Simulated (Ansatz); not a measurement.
# r2SCAN/cc-pVDZ run of BNH3F3 (SMILES [NH3+][B-](F)(F)F)

Aim: the vertical singlet–triplet gap of BNH3F3 at r2SCAN/cc-pVDZ, from 2 runs. 

The calculation is run with Ansatz 0.2.0.

**1. The molecule**

BNH3F3: 8 atoms, total charge 0, spin state singlet. As SMILES, `[NH3+][B-](F)(F)F`. The coordinates come from a PBE0-D4/def2-TZVP relaxation.

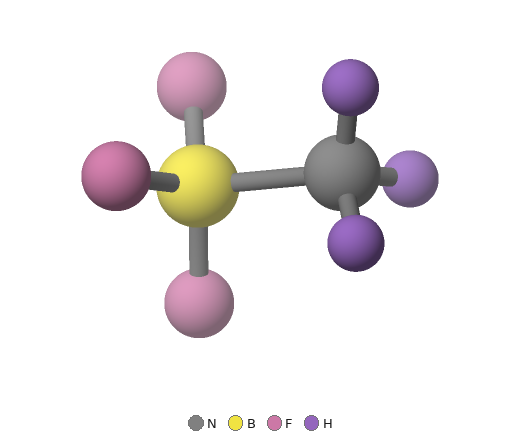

The structure, seen from a chosen angle (nitrogen grey, boron yellow, fluorine pink, hydrogen purple).

**2. The energy at r2SCAN/cc-pVDZ**

Contents of molecule.yaml:

```yaml
basis:
  gaussian: {orbitals: cc-pVDZ}
crystal:
  periodic: [false, false, false]
  atoms:
    - {symbol: "N", position_ang: [-0.501800, -0.052400, 0.645700]}
    - {symbol: B, position_ang: [0.531500, 0.038700, -0.668100]}
    - {symbol: F, position_ang: [1.521100, -0.860400, -0.378100]}
    - {symbol: F, position_ang: [-0.251400, -0.312100, -1.733900]}
    - {symbol: F, position_ang: [0.943600, 1.343300, -0.679400]}
    - {symbol: H, position_ang: [-1.280300, 0.587300, 0.522000]}
    - {symbol: H, position_ang: [-0.006300, 0.194600, 1.496700]}
    - {symbol: H, position_ang: [-0.864300, -0.996100, 0.739300]}
hamiltonian: {xc: {name: r2SCAN}}
accuracy: high
output: {orbitals: {seedname: orbitals}}
```

Run with:

```bash
$ ansatz run molecule.yaml --threads 1 --pin off --max-ram 3480MiB --events-out events.jsonl --progress --plain --runs-dir runs
```

The program printed:

```text
Warning: RAYON_NUM_THREADS=1 ignored (pool sized by the plan → 1); use --threads N
Functional definition: r2SCAN
  name "r2SCAN"
  parameter k0 = 0.174
  parameter k1 = 0.065
  parameter a1 = 4.9479
  exchange = r2scan_x(k0 = k0, k1 = k1, a1 = a1)
  correlation = r2scan_c
1941 factors; integrals over basis functions are off by at most 3.2e-9 eV
mean field evaluation 1: about -10361.5479 eV, gradient 6.0e1 eV
mean field evaluation 2: about -10357.1360 eV, gradient 7.8e1 eV
mean field evaluation 4: about -10367.3721 eV, gradient 9.2e-1 eV
mean field evaluation 8: about -10367.3784 eV, gradient 8.3e-2 eV
mean field evaluation 16: about -10367.3784 eV, gradient 1.0e-6 eV
mean field -10367.37841704 eV, -380.9941295646 hartree, gradient 1.1e-8 eV, S^2 0.000000; 0 other end points of the search recorded, 0 dependent functions left out
reference -10367.37841773 eV, -380.9941295900 hartree; 21, 21 occupied and 64, 64 virtual orbitals, 1941 factors
Total energy: -10367.37841773 eV, -380.9941295900 hartree
```

It took 14 s on 1 thread of Arm Neoverse V1, shared host; peak memory 0.26 GiB.

**3. The triplet, same level**

Changes to molecule.yaml since step 2:

```diff
@@ -1,3 +1 @@
-basis:
-  gaussian: {orbitals: cc-pVDZ}
 crystal:
@@ -13,3 +11,10 @@
     - {symbol: H, position_ang: [-0.864300, -0.996100, 0.739300]}
-hamiltonian: {xc: {name: r2SCAN}}
+basis:
+  gaussian:
+    orbitals: cc-pVDZ
+magnetization:
+  spin_polarized: true
+  initial_magnetization: 2
+hamiltonian:
+  xc: r2scan
 accuracy: high
```

Run with:

```bash
$ ansatz run molecule.yaml --threads 1 --pin off --max-ram 3480MiB --events-out events.jsonl --progress --plain --runs-dir runs
```

The program printed, cut to the lines that bear on the results:

```text
Warning: RAYON_NUM_THREADS=1 ignored (pool sized by the plan → 1); use --threads N
[... 7 set-up lines as earlier in the session ...]
1941 factors; integrals over basis functions are off by at most 3.2e-9 eV
mean field evaluation 1: about -10352.3407 eV, gradient 3.7e1 eV
mean field evaluation 2: about -10335.5554 eV, gradient 6.5e1 eV
mean field evaluation 4: about -10357.2795 eV, gradient 1.8e1 eV
mean field evaluation 8: about -10358.6917 eV, gradient 9.5e-1 eV
mean field evaluation 16: about -10358.6964 eV, gradient 8.8e-4 eV
mean field evaluation 32: about -10355.6698 eV, gradient 1.9e1 eV
mean field -10358.69638986 eV, -380.6750709506 hartree, gradient 2.1e-8 eV, S^2 2.005773; 6 other end points of the search recorded, 0 dependent functions left out
reference -10358.69639170 eV, -380.6750710182 hartree; 22, 20 occupied and 63, 65 virtual orbitals, 1941 factors
Total energy: -10358.69639170 eV, -380.6750710182 hartree
```

It took 33 s on 1 thread of Arm Neoverse V1, shared host; peak memory 0.41 GiB.

**4. Results**

At r2SCAN/cc-pVDZ:

| quantity | value |
| --- | --- |
| singlet: total energy | -380.99413 Eh |
| singlet: HOMO energy | -8.08 eV |
| singlet: LUMO energy | 0.44 eV |
| singlet: HOMO–LUMO gap | 8.52 eV |
| triplet: total energy | -380.67507 Eh |
| triplet: HOMO energy (highest over α and β) | -1.19 eV |
| triplet: ⟨S²⟩ | 2.006 |
| vertical energy of the triplet above the singlet | 8.682 eV |

What this shows: At this shape the triplet lies 8.68 eV (838 kJ/mol) above the singlet.
